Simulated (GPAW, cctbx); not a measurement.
# Bonding in CdSi2GeRu as X-rays see it

Question: by how much does bonding change the X-ray structure factors of CdSi2GeRu, how firmly does DFT give the change, and what does a routine refinement make of it?

The start was made by putting kin elements into a known structure type; the compound need not exist, or be stable, in this form. All numbers below are calculated.

**1. Relax the structure**

The density hangs on the geometry, so cell and atoms are relaxed first, with the symmetry held. The cutoff is set higher than for the density because stress converges slowly with plane waves.

Settings: GPAW 26.7.0, PBE, 570 eV, 5×5×5 k-points, Fermi–Dirac width 0.1 eV, BFGS to 0.03 eV/Å.

```text
cell
1.0
     3.969000000    0.000000000    0.000000000
     0.000000000    3.969000000    0.000000000
    -1.984500000   -1.984500000    4.678500000
Cd Ru Ge Si
1 1 1 2
Direct
0.000900000 0.000900000 0.001800000
0.643600000 0.643600000 0.287200000
0.403100000 0.403100000 0.806200000
0.261500000 0.761500000 0.523000000
0.761500000 0.261500000 0.523000000
```

```console
$ OMP_NUM_THREADS=1 mpirun -n 4 gpaw python run.py > gpaw.log
```

```text
BFGS:    0      -23.829133        3.885919
BFGS:    1      -24.206314        3.351405
BFGS:    2      -24.927248        2.105026
BFGS:    3      -25.296939        1.090269
...
BFGS:   14      -25.997539        0.155795
BFGS:   15      -25.998560        0.078950
BFGS:   16      -25.998763        0.024321
cell  3.8730 3.8730 6.3480  107.76 107.76 90.00
volume 85.903 A^3, largest force 0.020 eV/A, largest stress 0.02 GPa
```

The cell moved far, while the k-mesh and basis were chosen for the start, so the final shape may be somewhat biased.

After 16 steps the volume has changed by +16.6 % and the energy by -2.170 eV; the largest stress left is 0.02 GPa. It took 3.8 min on 4 cores of Intel(R) Xeon(R) Platinum 8488C (Sapphire Rapids) (shared host), peak memory 1.4 GiB.

Relaxed structure: I4mm (no. 107), a = 3.8730 Å, b = 3.8730 Å, c = 11.4537 Å, α = 90.00°, β = 90.00°, γ = 90.00°.

```
atom  mult.    x    y       z
 Cd1      2    0    0  0.0424
 Ru1      2  1/2  1/2  0.1255
 Ge1      2    0    0  0.3997
 Si1      4    0  1/2  0.2515
```

**2. Density and charge transfer**

X-rays see the whole electron density, so the PAW density is rebuilt with its core regions. Subtracting spherical free atoms from the same code cancels the cores and leaves the deformation density Δρ, the part due to bonding.

Settings: PBE, 450 eV, 6×6×6 k-points, Fermi–Dirac width 0.1 eV; primitive cell of 5 atoms.

```console
$ OMP_NUM_THREADS=1 mpirun -n 4 gpaw python run.py > gpaw.log
```

```text
|iter:   1|       0s |  -27.088189 | +0.22 |       |
|iter:   2|       1s |  -26.753808 | -1.95 | -1.10 |
|iter:   3|       2s |  -26.034194 | -1.35 | -1.15 |
...
|iter:   9|       8s |  -25.890979c| -6.49 | -3.75 |
|iter:  10|       9s |  -25.890980c| -7.19 | -4.12c|
|iter:  11|       9s |  -25.890980c| -7.93c| -4.73c|
```

```text
gpts.py:43: UserWarning: Initial realspace grid (20,20,32) inconsistent with symmetries.
gpts.py:43: UserWarning: Initial realspace grid (20,20,32) inconsistent with symmetries.
gpts.py:43: UserWarning: Initial realspace grid (20,20,32) inconsistent with symmetries.
gpts.py:43: UserWarning: Initial realspace grid (20,20,32) inconsistent with symmetries.
gpts.py:70: UserWarning: Using symmetrized grid: (32,32,32).
gpts.py:70: UserWarning: Using symmetrized grid: (32,32,32).
gpts.py:70: UserWarning: Using symmetrized grid: (32,32,32).
gpts.py:70: UserWarning: Using symmetrized grid: (32,32,32).
grid (64, 64, 64)  electrons 152.000  moved by bonding 1.107 e
deformation density beyond 0.5 A of the nuclei: max 0.126, min -0.258 e/A^3
atom        x       y       z   Voronoi charge  moment
Cd1    0.0424  0.0424  0.0848      0.317       0.00
Ru2    0.6254  0.6254  0.2509     -0.095       0.00
Ge3    0.3997  0.3997  0.7995     -0.119       0.00
Si4    0.7515  0.2515  0.5029     -0.052       0.00
Si5    0.2515  0.7515  0.5029     -0.052       0.00
mean inner potential of superposed free atoms 20.759 V
total magnetic moment 0.000 muB
```

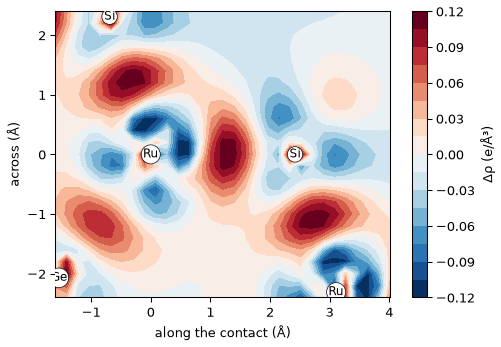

Deformation density in a plane through the shortest contact of the Ru atom at the origin; red gains electrons, blue loses them.

Ge gains most (-0.12 e) and Cd loses most (+0.32 e), which isn't the order of electronegativity: valence and coordination count too, and Voronoi cells cut space at the midplane whatever the atoms' sizes. Such charges fall far short of formal ones, since overlapping free atoms already put density on their neighbours. Along the shortest contact from the Ru atom at the map's origin, Ru–Si at 2.42 Å, Δρ is +0.12 e/Å³ at the midpoint: a bond charge, the mark of covalency. At the midpoints of other shortest contacts it is +0.08 (Ge–Si, 2.58 Å), +0.08 (Ru–Ge, 2.58 Å), +0.03 (Si–Si, 2.74 Å) and +0.03 (Cd–Ru, 2.90 Å) e/Å³. Point values carry grid noise of about 0.01 e/Å³. The run needed 11 iterations, 22 s.

**3. Structure factors**

The Fourier components of Δρ, added to those of the free atoms, give the static X-ray structure factors; the Mott–Bethe relation turns them into the Fourier components V of the potential that fast electrons feel.

```text
static structure factors of the conventional cell: F in electrons, V (Mott-Bethe) in volts
   h  k  l      d  |F| table  |F| free   |F| DFT   change   |V| free  |V| DFT  change %
   0  0  2  5.7269    84.660    84.702    84.514   -0.189     3.387    3.255     -3.9
   1  0  1  3.6689    17.533    17.490    18.014    0.524     1.319    1.128    -14.4
   0  0  4  2.8634    54.429    54.281    54.151   -0.130     1.623    1.669      2.8
   1  1  0  2.7386   164.442   164.208   163.685   -0.524     5.561    5.666      1.9
   1  0  3  2.7189   135.677   135.599   135.733    0.135     5.691    5.665     -0.4
   1  1  2  2.4707   135.313   135.240   134.932   -0.309     6.568    6.617      0.7
   1  1  4  1.9791   108.699   108.618   107.938   -0.680     4.938    5.011      1.5
   1  0  5  1.9717   158.771   158.542   157.848   -0.694     5.851    5.923      1.2
   2  0  0  1.9365   216.974   216.698   215.939   -0.759     8.734    8.810      0.9
   0  0  6  1.9089    80.325    80.171    79.518   -0.653     3.574    3.647      2.0
   2  0  2  1.8345    66.146    66.108    66.129    0.022     2.025    2.038      0.6
   2  1  1  1.7126    13.952    13.909    13.623   -0.287     0.572    0.596      4.4
   2  0  4  1.6041    44.122    44.110    44.164    0.054     1.183    1.176     -0.5
   2  1  3  1.5773   110.508   110.328   109.954   -0.373     3.593    3.618      0.7
```

The largest X-ray change is -0.76 e on 200, 0.4 % of |F|. For electrons V goes as (Z − F)/g², so a change of F counts against Z − F, which is small at low angle and wherever the atoms' terms cancel: |V| of 101 moves by -14.4 % (1.32 to 1.13 V) against +3.0 % in |F|. The last three rows still change by up to 0.37 e; the table stops while the angles are still low. The tabulated Hartree–Fock atoms differ from the free DFT atoms by up to 0.28 e, so the choice of reference atom matters too.

**4. The functional ladder**

The same geometry is run with other functionals, to see whether the bonding signal is larger than the spread between approximations. Free atoms are LDA for LDA and PBE otherwise. Any other changed setting is in the row's label.

| run | ΔF 200 (e) | ΔF 105 (e) | ΔF 114 (e) | q(Ge) (e) | moved (e) | time |
| --- | --- | --- | --- | --- | --- | --- |
| PBE | -0.759 | -0.694 | -0.680 | -0.119 | 1.107 | 22 s |
| LDA | -0.769 | -0.711 | -0.651 | -0.117 | 1.077 | 23 s |
| RPBE | -0.756 | -0.669 | -0.706 | -0.120 | 1.140 | 26 s |

At the base's settings ΔF(200) spans -0.769 to -0.756 e, a spread of 2 % of the PBE value; over the three listed reflections the spread is at most 8 %, so sign and size hold across the functionals. Times are from shared hosts.

**5. What a spherical-atom refinement makes of it**

Routine crystallography fits spherical atoms. To see the bias, intensities are simulated from tabulated atoms plus the DFT change ΔF, so that bonding alone can misfit (5596 reflections of the full sphere, merged to the counts below, to 0.4 Å, 1 % proportional noise plus counting noise, assumed isotropic U as listed, Δρ smeared by the mean U) and refined with cctbx over different ranges.

```csv
range,data,R1,GooF,U Cd1 (true 0.0052),U Ru1 (true 0.0054),U Ge1 (true 0.0061),U Si1 (true 0.008),largest shift (Å),"Δρ max, min (e/Å³)"
all data,895,0.0048,0.95,0.0052,0.0054,0.0061,0.0080,0.0001,"0.30, -0.42"
"low resolution, d > 0.84",123,0.0036,1.14,0.0052,0.0054,0.0061,0.0079,0.0005,"0.13, -0.21"
"high order, d < 0.75",729,0.0054,0.92,0.0052,0.0054,0.0061,0.0080,0.0001,"0.25, -0.35"
"occupancies free, d > 0.7",198,0.0036,1.07,0.0052,0.0054,0.0061,0.0080,0.0007,"0.16, -0.18"
```

With all data GooF is 0.95, so at this noise the bonding hardly shows; the top residual peak, near noise level, lies 0.50 Å from Cd and 2.96 Å from Ge. No U is off by more than 3 s.u. at low resolution. With Cd1 held at 1 and the scale free, the other occupancies refine to Ru1 1.000(0.002), Ge1 1.000(0.002) and Si1 1.000(0.004), within three s.u. of full.

**6. Answer**

Bonding moves 1.11 e in the primitive cell of CdSi2GeRu and changes the structure factors of the conventional cell in the table above by at most 0.76 e (200, 0.4 %), and among reflections above 2 % of the strongest by up to 3.0 % (101). The shortest bond, Ru–Si, has Δρ = +0.12 e/Å³ at its midpoint, a covalent bond charge. At the base's settings ΔF(200) spans -0.769 to -0.756 e, a spread of 2 % of the PBE value; over the three listed reflections the spread is at most 8 %, so sign and size hold across the functionals. With all data GooF is 0.95, so at this noise the bonding hardly shows. Limits: static density, frozen cores, no spin–orbit coupling.

[Outputs are excerpts: Python notices, other lines and further rows are left out; steps that failed or that the build refused (PBEsol, TPSS) are not shown.]

[Logs are printed without paths, hosts, clocks, repeated set-up lines and the standing remarks that a program may print on its own settings, such as how far it seeks lower states.]
